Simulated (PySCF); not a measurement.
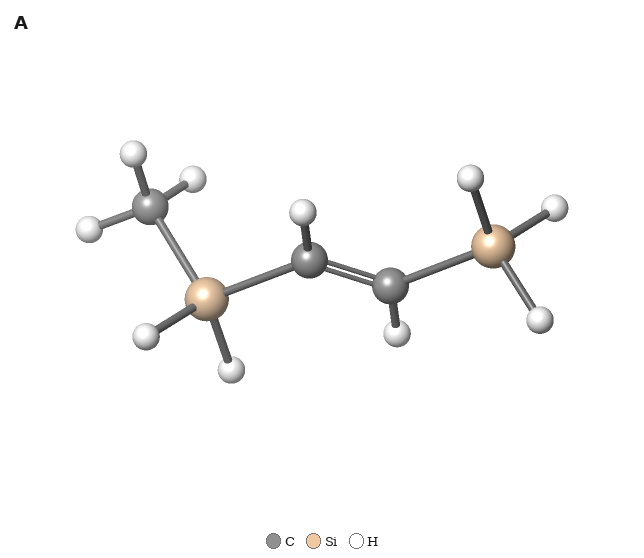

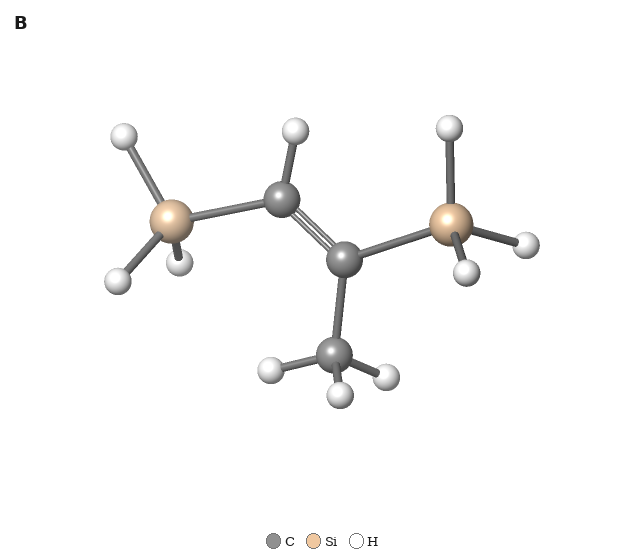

2 stationary structures of one formula. Geometries: PBE0-D3(BJ)/def2-SVP. Electronic energies: PBE0-D3(BJ)/def2-SVP (PySCF 2.14.0), without zero-point energy. No frequency run is at hand to confirm each as a minimum. Each is one conformer, not always the lowest.

Question: Are they conformers, stereoisomers or constitutional isomers?

Answer: They are constitutional isomers of C3H10Si2: A `C[SiH2]/C=C/[SiH3]`, B `C/C([SiH3])=C\[SiH3]`.

Question: Which structure is the most stable?

Answer: A is lowest; B lies 0.288 eV above it.
